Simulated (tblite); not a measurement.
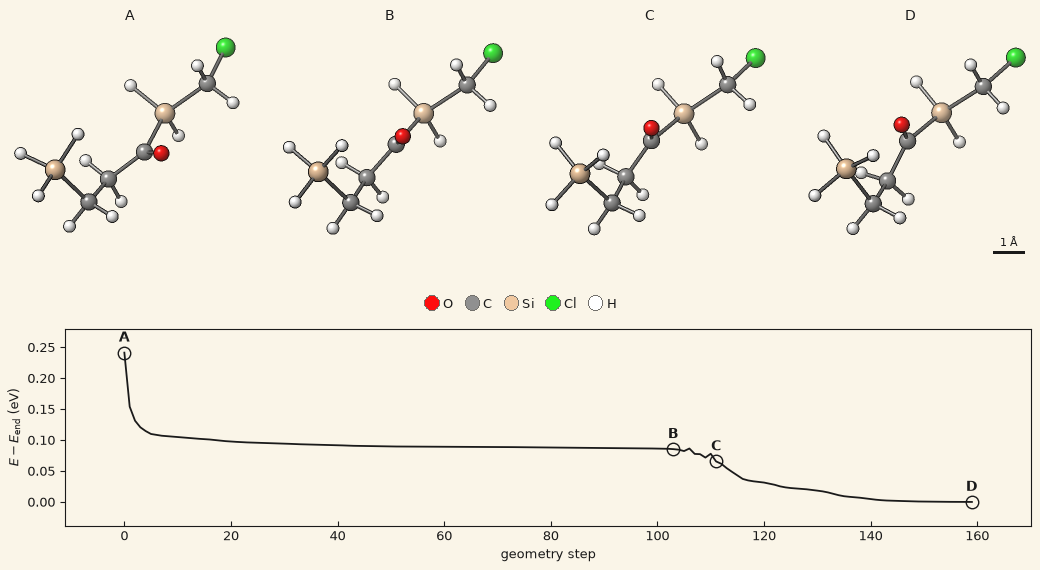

Frames of a relaxation of C4H11ClOSi2, marked on the history of the run. A ball-and-stick model, seen from a free direction.

The calculation used GFN2-xTB geometry optimisation, gas phase in tblite. 

Question: Describe the path.

Answer: The largest move after the best rigid fit is that of the O atom, 1.60 Å. By element the largest moves are O 1.60 Å, H 1.07 Å, C 0.68 Å, Cl 0.51 Å, Si 0.39 Å. Among the contacts that change: O–Si 3.587 → 2.546 Å, C–Si 1.842 → 1.907 Å, H–Si 1.500 → 1.462 Å, C–Si 1.896 → 1.928 Å. Bond angles that change, for instance: H–Si–H 107.6° → 115.7°, C–Si–H 109.7° → 104.0°, C–Si–C 110.5° → 105.2°. Groups turn about C–Si by about 35°, C–Si by about 35°, C–C by about 35°. After 159 geometry steps the energy has fallen by 0.241 eV. From step 0 to 103: the O atom moves most (0.82 Å), energy −0.156 eV. From step 103 to 111: the O atom moves most (0.46 Å), energy −0.020 eV. From step 111 to 159: the O atom moves most (0.38 Å), energy −0.066 eV.

```tsv
step	E − E(0), eV
0	0.0000
1	-0.0873
2	-0.1100
3	-0.1206
4	-0.1268
5	-0.1315
6	-0.1328
7	-0.1343
8	-0.1350
9	-0.1356
10	-0.1362
18	-0.1422
26	-0.1459
34	-0.1483
41	-0.1499
49	-0.1515
57	-0.1520
65	-0.1522
73	-0.1527
81	-0.1535
88	-0.1540
96	-0.1546
104	-0.1568
112	-0.1797
120	-0.2099
128	-0.2209
135	-0.2320
143	-0.2390
151	-0.2408
159	-0.2413
```
